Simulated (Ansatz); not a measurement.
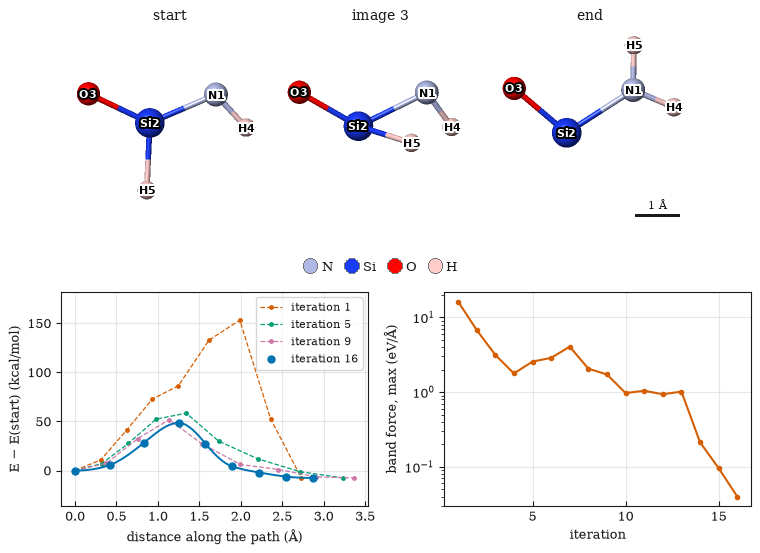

NEB run on SiNH2O (charge −1). Images are numbered from 0 (start) to 8 (end). The plot follows the band through its iterations. Style: ball-and-stick. Shown face on.

The calculation used UKS B3LYP/def2-SVP (Ansatz). Run with 7 movable images; climbing image; force threshold 0.05 eV/Å; iteration limit 60; starting path through a guess of the saddle point.

**Did the band converge, and can the barrier be trusted?**

The result is final at these settings. The band converged in 16 iterations. The largest component of the band force went from 16 to 0.04 eV/Å. The climbing image converged on the top of the path. Its vibrational analysis gives one imaginary mode (1308i cm⁻¹), as a transition state must have. The first iteration put the highest image at 153.2 kcal/mol. Forward barrier 48.6 kcal/mol, backward barrier 56.1 kcal/mol, with image 3 at the top; the reaction energy is −7.5 kcal/mol.

Limits of the set-up: the basis has no diffuse functions, which an anion needs.

The run took 5.8 min on 1 thread of Intel(R) Xeon(R) Platinum 8259CL CPU @ 2.50GHz (Skylake/Cascade Lake) (shared host), peak memory 0.15 GiB.
